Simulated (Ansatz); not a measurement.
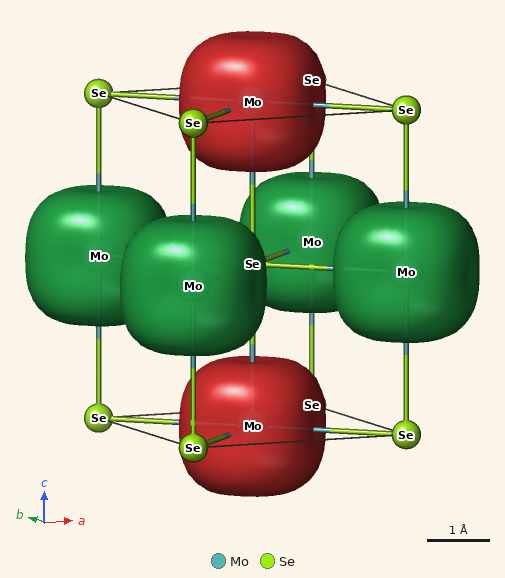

Figure. MoSe. Isosurfaces of the spin density at +0.1 (green) and −0.1 e/Å³ (red), seen slightly off an axis. Sticks mark near contacts.

Space group I4/mmm; started from the rocksalt prototype, which need not be the ambient phase; computed pressure about 3 GPa in this cell; spin-polarised.

All numbers below come from Ansatz 0.2.0, DFT r2SCAN, scalar-relativistic, plane waves, PAW.

Core electrons are frozen (PAW), and the valence fields are smoothed inside the atomic spheres.

> Where is the spin, and how is it ordered?

The spin density sits on Mo: +2.4 μB and −2.4 μB in one cell of 4 atoms: antiferromagnetic in this solution, which needn't be the ground state, with some nearest magnetic neighbours parallel and some opposed. The cell of the calculation (4 atoms) carries 0.0 μB of net spin moment.
